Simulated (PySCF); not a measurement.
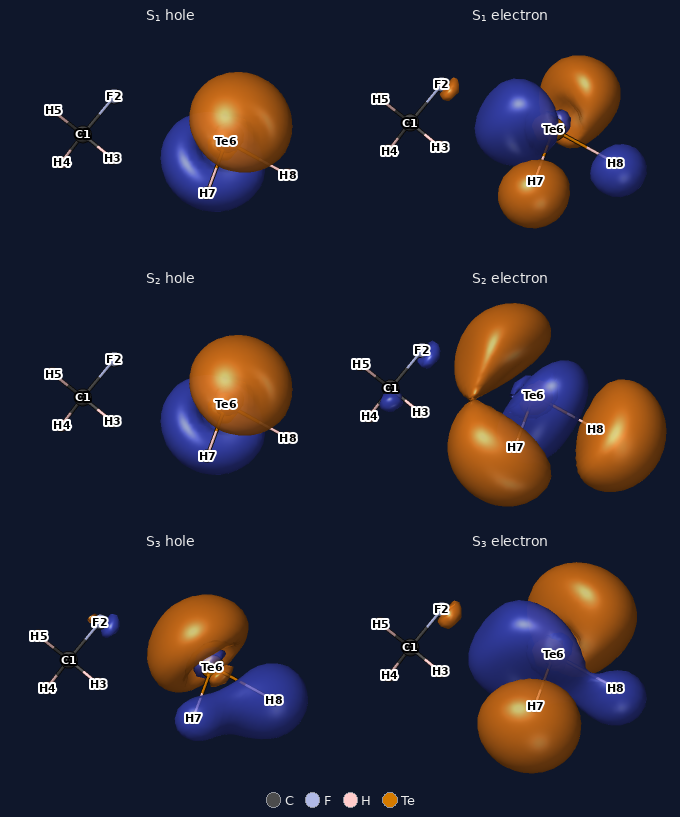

Figure 1: CH5FTe, SMILES `CF.[TeH2]`. Leading natural transition orbitals (CIS singlet states).

Computed with PySCF, HF/def2-SVP, geometry: an unrelaxed start of a pair search. Core potentials replace the inner electrons of Te; spin–orbit coupling isn't included. Without diffuse functions Rydberg states are missing, so the states' numbers hold for this basis only.

Describe these excited states.

Answer. By state:
- S₁: 4.72 eV (263 nm), f = 0.000 (dark); the leading pair carries 100 %; hole on Te6 (94 %), electron on Te6 (69 %), H7 (18 %) and H8 (10 %); their centroids lie 0.1 Å apart.
- S₂: 6.46 eV (192 nm), f = 0.002; the leading pair carries 100 %; hole on Te6 (94 %), electron on Te6 (55 %), H8 (24 %) and H7 (14 %); their centroids lie 0.6 Å apart.
- S₃: 8.74 eV (142 nm), f = 0.280 (bright); the leading pair carries 95 %; hole on Te6 (72 %), H8 (20 %) and H7 (7 %), electron on Te6 (67 %), H7 (23 %) and H8 (6 %); their centroids lie 0.3 Å apart.

Run time: 22 s on 1 thread of Arm Neoverse V2 (shared host), peak memory 0.29 GiB.
